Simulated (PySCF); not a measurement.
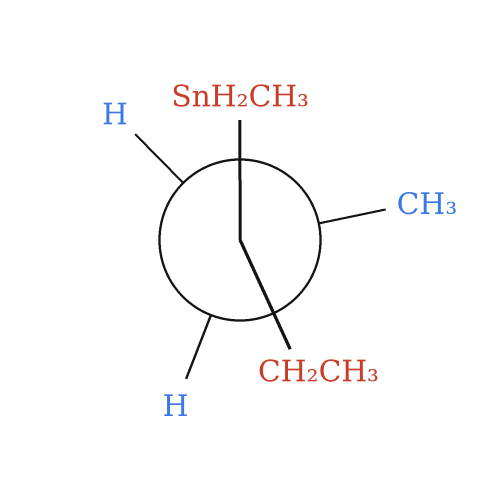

A Newman projection along the N–C bond, nitrogen in front; angles are drawn as computed, but eclipsed bonds slightly apart. The computed structure is the end point of a PBE0-D3(BJ)/def2-SVP optimisation. No frequency run is at hand to confirm it as a minimum.

### Which molecule is it?

C5H15NSn, CC[N](CC)[SnH2][CH3]

### What is the torsion angle from the front SnH2CH3 to the back CH3? The sign is positive where the front bond must turn clockwise to cover the back bond.

78°, synclinal (gauche).
